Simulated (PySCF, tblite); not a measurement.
# C₁₈H₁₈OSSi: electronic excitations, NMR shifts, part 2 of 2

tblite 0.8.0 and PySCF 2.14.0. Atoms count from 0. The steps go on from the part before.

## (5) NMR shifts: GIAO KT2/pcSseg-1

The job: settings as JSON, then the geometry in Å.

```
{"job": {"kind": "nmr", "basis": "pcSseg-1", "pop": false, "xc": "KT2"}, "charge": 0, "multiplicity": 1}
C     -5.251832     1.455857     0.955850
Si    -4.438649    -0.208817     0.503043
C     -4.403122    -1.333850     2.042268
C     -5.423501    -1.061497    -0.892696
C     -2.648216     0.120656    -0.047932
C     -2.292786     1.284815    -0.728011
C     -0.983806     1.548664    -1.068239
C      0.042192     0.657253    -0.725907
C      1.401264     1.017776    -1.034039
C      2.565305     0.477845    -0.615860
S      2.794835    -0.890252     0.460823
C      4.537602    -0.701461     0.430858
C      5.445311    -1.491058     1.113903
C      6.793380    -1.207688     0.978191
C      7.228567    -0.157795     0.176797
C      6.317638     0.626670    -0.504616
C      4.960840     0.354432    -0.378022
C      3.862606     1.076727    -1.022821
O      3.958266     2.027821    -1.773105
C     -0.315440    -0.529163    -0.078011
C     -1.630420    -0.784431     0.245581
H     -6.213595     1.298846     1.434345
H     -5.423014     2.070493     0.077492
H     -4.632414     2.026179     1.641856
H     -3.726457    -0.948366     2.798748
H     -5.387939    -1.409713     2.492126
H     -4.083317    -2.341165     1.795007
H     -5.515226    -0.422789    -1.766032
H     -4.945388    -1.983571    -1.209807
H     -6.427459    -1.309397    -0.560463
H     -3.059866     1.999220    -0.987633
H     -0.734702     2.463221    -1.587879
H      1.524829     1.886826    -1.673651
H      5.103358    -2.303310     1.736069
H      7.515723    -1.812256     1.506087
H      8.284866     0.044760     0.089493
H      6.629685     1.446422    -1.133288
H      0.439514    -1.259729     0.165140
H     -1.873786    -1.707724     0.749304
```

With the program's defaults for keys left out, this is: GIAO KT2/pcSseg-1 NMR shielding, non-relativistic, gas phase.

The program printed:

```text
start: PBE on a coarse grid of 33341 points
cycle   1  E = -1457.7431441270  dE =  3.061e+00  |g| = 1.251e+00  |ddm| = 6.844e+00
cycle   2  E = -1455.0997573632  dE =  2.643e+00  |g| = 3.336e+00  |ddm| = 7.679e+00
cycle   3  E = -1457.7361750825  dE = -2.636e+00  |g| = 1.153e+00  |ddm| = 7.446e+00
cycle   4  E = -1458.0909579266  dE = -3.548e-01  |g| = 2.783e-01  |ddm| = 1.773e+00
cycle   5  E = -1458.0615461113  dE =  2.941e-02  |g| = 4.099e-01  |ddm| = 8.845e-01
cycle   6  E = -1458.1122776586  dE = -5.073e-02  |g| = 8.013e-02  |ddm| = 5.849e-01
cycle   7  E = -1458.1137236908  dE = -1.446e-03  |g| = 3.154e-02  |ddm| = 1.001e-01
cycle   8  E = -1458.1139456223  dE = -2.219e-04  |g| = 1.500e-02  |ddm| = 4.816e-02
cycle   9  E = -1458.1140051439  dE = -5.952e-05  |g| = 3.932e-03  |ddm| = 2.325e-02
final grid: 301705 points
cycle  10  E = -1478.9609145190  dE = -4.951e-02  |g| = 2.302e-01  |ddm| = 9.165e-01
cycle  11  E = -1478.9169244093  dE =  4.399e-02  |g| = 4.725e-01  |ddm| = 8.175e-01
cycle  12  E = -1478.9598477311  dE = -4.292e-02  |g| = 1.765e-01  |ddm| = 8.860e-01
cycle  13  E = -1478.9664811032  dE = -6.633e-03  |g| = 4.170e-02  |ddm| = 2.733e-01
cycle  14  E = -1478.9669306873  dE = -4.496e-04  |g| = 1.526e-02  |ddm| = 7.830e-02
cycle  15  E = -1478.9669850503  dE = -5.436e-05  |g| = 7.234e-03  |ddm| = 2.830e-02
cycle  16  E = -1478.9670012261  dE = -1.618e-05  |g| = 2.475e-03  |ddm| = 1.192e-02
cycle  17  E = -1478.9670004983  dE =  7.278e-07  |g| = 8.150e-04  |ddm| = 3.848e-03
cycle  18  E = -1478.9670031422  dE = -2.644e-06  |g| = 2.924e-04  |ddm| = 1.183e-03
cycle  19  E = -1478.9670009479  dE =  2.194e-06  |g| = 7.508e-05  |ddm| = 4.361e-04
converged SCF energy = -1478.9670009479

GIAO shielding tensors (ppm)
atom      isotropic    diamagn.    paramagn.     s11        s22        s33       span
  0 C      187.006     253.344     -66.337    181.754    185.974    193.291     11.537
  1 Si     362.611     888.011    -525.400    348.934    361.455    377.443     28.509
  2 C      187.307     255.694     -68.387    182.130    186.569    193.223     11.092
  3 C      183.835     250.954     -67.119    179.392    181.214    190.899     11.506
  4 C       45.981     264.464    -218.483    -29.923    -15.182    183.048    212.971
  5 C       56.721     258.896    -202.175    -47.343     48.820    168.686    216.028
  6 C       57.209     255.124    -197.916    -35.673     50.641    156.658    192.330
  7 C       55.484     263.962    -208.478    -23.555     17.467    172.539    196.094
  8 C       55.651     256.867    -201.215    -24.512     46.976    144.491    169.003
  9 C       58.045     264.761    -206.716     -7.869     59.631    122.372    130.241
 10 S      422.331    1065.724    -643.393    277.621    462.434    526.938    249.317
 11 C       42.682     269.230    -226.548    -27.125     14.500    140.670    167.795
 12 C       66.905     245.515    -178.610    -23.574     57.822    166.467    190.041
 13 C       57.221     252.503    -195.282    -42.017     43.874    169.806    211.822
 14 C       66.076     253.914    -187.838    -29.140     53.776    173.592    202.731
 15 C       62.472     231.223    -168.751    -31.222     41.397    177.240    208.462
 16 C       61.169     258.392    -197.222    -18.635     38.646    163.497    182.132
 17 C        8.139     248.648    -240.509    -62.248     24.454     62.210    124.458
 18 O     -173.247     400.952    -574.199   -615.859   -271.781    367.898    983.758
 19 C       62.545     260.112    -197.567    -25.536     44.460    168.711    194.247
 20 C       57.245     259.161    -201.917    -47.217     49.504    169.448    216.665
 21 H       31.373      24.972       6.401     26.622     28.954     38.544     11.922
 22 H       31.096      30.512       0.584     26.629     28.871     37.788     11.159
 23 H       31.394      34.108      -2.714     27.439     29.296     37.447     10.008
 24 H       31.355      35.664      -4.309     27.297     29.280     37.489     10.191
 25 H       31.379      26.413       4.967     26.583     28.996     38.559     11.976
 26 H       31.082      33.776      -2.693     26.832     28.855     37.560     10.728
 27 H       31.299      30.302       0.997     26.731     29.334     37.832     11.101
 28 H       31.317      32.778      -1.461     26.820     29.632     37.500     10.681
 29 H       31.350      23.779       7.571     27.272     28.256     38.524     11.252
 30 H       24.098      36.835     -12.737     19.274     22.999     30.023     10.749
 31 H       24.159      36.602     -12.443     19.773     24.148     28.555      8.782
 32 H       23.710      36.808     -13.097     18.900     23.680     28.551      9.651
 33 H       24.289      34.766     -10.477     20.034     24.147     28.687      8.653
 34 H       24.260      24.892      -0.632     20.939     25.105     26.737      5.797
 35 H       24.505      22.116       2.389     21.028     25.866     26.621      5.593
 36 H       23.682      29.787      -6.105     19.754     24.185     27.109      7.355
 37 H       23.682      38.526     -14.844     16.510     22.379     32.157     15.647
 38 H       24.091      39.952     -15.861     18.911     22.438     30.923     12.012
```

Run time: 86 s. Hardware: 1 thread of Arm Neoverse N1, shared host; peak memory 0.65 GiB.

Shifts follow as δ = σ(reference) − σ, with reference shieldings (ppm) from runs at the same level and on the same kind of geometry: ¹H TMS 31.62, ¹³C TMS 185.6, ²⁹Si TMS 357.4, ¹⁷O H2O 332.3. The references are single molecules in the gas phase, so shifts against H2O, NH3, PH3, H3PO4 or CFCl3 are not on the usual liquid scales and can be off by tens of ppm. Atoms listed in one row are averaged.

```csv
atoms,environment,σ (ppm),δ (ppm)
C17,ketone carbonyl carbon,8.1,177.5
C11,aromatic carbon bearing sulfur,42.7,142.9
C4,substituted aromatic carbon,46.0,139.6
C7,substituted aromatic carbon,55.5,130.1
C8,β carbon of a C=C–C=O unit,55.7,129.9
"C5, C20",aromatic CH,57.0,128.6
C13,aromatic CH,57.2,128.4
C9,α carbon of a C=C–C=O unit,58.0,127.6
"C6, C19",aromatic CH,59.9,125.7
C16,substituted aromatic carbon,61.2,124.4
C15,aromatic CH,62.5,123.1
C14,aromatic CH,66.1,119.5
C12,aromatic CH,66.9,118.7
"C0, C2, C3",methyl carbon bonded to Si,186.0,-0.5
H36,hydrogen on an aromatic CH,23.68,7.94
H32,hydrogen on a β carbon of a C=C–C=O unit,23.71,7.91
"H31, H37",hydrogen on an aromatic CH,23.92,7.70
"H30, H38",hydrogen on an aromatic CH,24.09,7.53
H34,hydrogen on an aromatic CH,24.26,7.36
H33,hydrogen on an aromatic CH,24.29,7.33
H35,hydrogen on an aromatic CH,24.50,7.12
"H21, H22, H23, H24, H25 and 4 more",hydrogen on a methyl carbon bonded to Si,31.29,0.33
Si1,silicon bonded to 4 C,362.6,-5.2
S10,sulfide sulfur,422,–
O18,ketone oxygen,-173.2,505.6
```

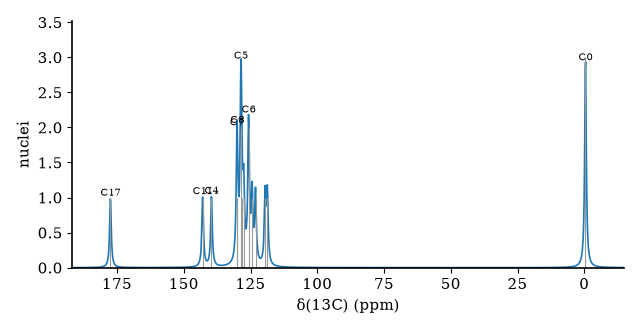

¹³C lines at the computed shifts, without couplings. Lines are broadened to a width of 0.71 ppm (Lorentzian).

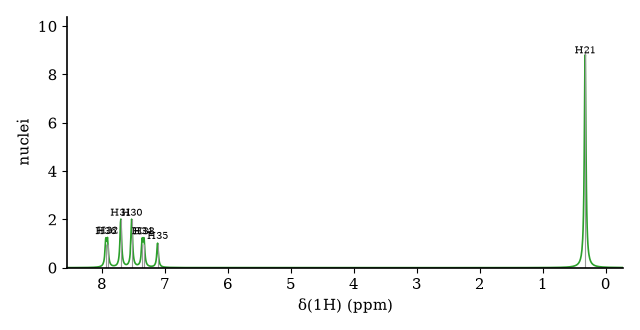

¹H lines at the computed shifts, without couplings. Lines are broadened to a width of 0.03 ppm (Lorentzian).

Ring of atoms C4, C5, C6, C7, C19, C20: NICS(0) -6.6, NICS(1) -10.0, NICS(1)zz -23.2 ppm (means of both faces).

Ring of atoms C9, S10, C11, C16, C17: NICS(0) -0.7, NICS(1) -2.6, NICS(1)zz 0.7 ppm (means of both faces).

Ring of atoms C11, C12, C13, C14, C15, C16: NICS(0) -6.4, NICS(1) -9.3, NICS(1)zz -21.5 ppm (means of both faces).

## (6) Summary of results

What follows sums up all 2 parts.

| quantity | value |
| --- | --- |
| strongest single infrared mode (GFN2-xTB) | 865 cm⁻¹, 411 km/mol |
| zero-point energy (GFN2-xTB) | 187.7 kcal/mol |
| lowest singlet (PBE0/6-31G*) | 3.08 eV (402 nm), f = 0.309 |
| brightest single state of those computed | state 3, 3.99 eV, f = 0.454 |
| lowest triplet | 2.08 eV |
| vertical ionisation energy (ΔSCF) | 7.29 eV |
| vertical electron affinity (ΔSCF) | 0.94 eV |
| ¹³C shifts against TMS (KT2/pcSseg-1, means over atoms taken as alike) | 177.5, 142.9, 139.6, 130.1, 129.9, 128.6, 128.4, 127.6, 125.7, 124.4, 123.1, 119.5, 118.7, -0.5 ppm |
| ¹H shifts against TMS (KT2/pcSseg-1, means over atoms taken as alike) | 7.94, 7.91, 7.70, 7.53, 7.36, 7.33, 7.12, 0.33 ppm |
| ²⁹Si shifts against TMS (KT2/pcSseg-1) | -5.2 ppm |
| ¹⁷O shifts against H2O (KT2/pcSseg-1) | 505.6 ppm |
| shieldings of S (KT2/pcSseg-1) | S10 422.3 ppm |

**Reading.** The lowest mode is slightly imaginary (12i cm⁻¹), a soft motion within the noise of the Hessian, so the minimum is not strictly shown. The strongest single mode, at 865 cm⁻¹, has its largest shares on Si1, H21, H29 and H25 (the list is cut at 4 atoms). GFN2-xTB is a fitted tight-binding method: band positions and strengths are rough. Its intensities can rank the bands wrongly. The lowest singlet, at 3.08 eV, is HOMO→LUMO 0.94 and is bright; of the 8 states computed, the strongest absorption comes from state 3 at 3.99 eV. State 1 absorbs in the visible (402 nm). The lowest triplet lies 1.00 eV below the lowest singlet (triplets in Tamm-Dancoff, singlets in full TDDFT). The orbital energy would give 5.95 eV for ionisation, ΔSCF gives 7.29 eV. The most deshielded carbon is C17 (ketone carbonyl carbon), at 177.5 ppm: low-lying n→π* states of the double bond to the heteroatom give a large paramagnetic term (-241 ppm). At KT2/pcSseg-1: The widest tensor belongs to O18: span 984 ppm, with a paramagnetic part of -574 ppm. NICS(1)zz of -23 ppm above the planar ring from C4 marks a diatropic (aromatic) ring current. NICS(1)zz of -21 ppm above the planar ring from C11 marks a diatropic (aromatic) ring current.
